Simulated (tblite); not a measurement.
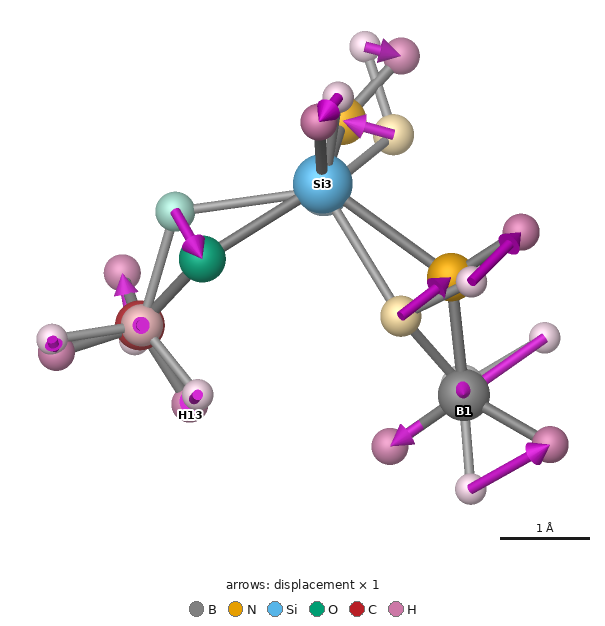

This is a relaxation of CH$_{8}$BN$_{2}$OSi (multiplicity 2). The starting structure is drawn faded, the final one solid; purple arrows show the displacements, at their true length. The two geometries are superimposed by the best rigid fit.

Style: ball-and-stick. Shown face on.

Theory: GFN2-xTB geometry optimisation, gas phase in tblite 0.8.0. 

Which element moves most?

Hydrogen: up to 2.16 Å, against 0.82 Å for nitrogen.

Describe the change and its energy.

The largest move after the best rigid fit is that of an H atom, 2.16 Å. Largest moves by element: H 2.16 Å, N 0.82 Å, O 0.74 Å, B 0.43 Å, C 0.19 Å, Si 0.12 Å. Near-neighbour distances that change, for instance: B–N 1.530 → 1.374 Å, N–Si 1.801 → 1.680 Å, O–Si 1.705 → 1.612 Å, H–N 1.065 → 1.007 Å. Among the angles between lasting bonds that change: N–Si–H 106.0° → 126.0°, Si–N–H 105.3° → 124.1°, B–N–Si 113.2° → 129.5°. Groups turn about N–Si by about 90°, O–Si by about 50°, C–O by about 35°. After 140 geometry steps the energy has fallen by 179.5 kJ/mol. The run took 0.79 s on 1 thread of Arm Neoverse V2 (shared host).
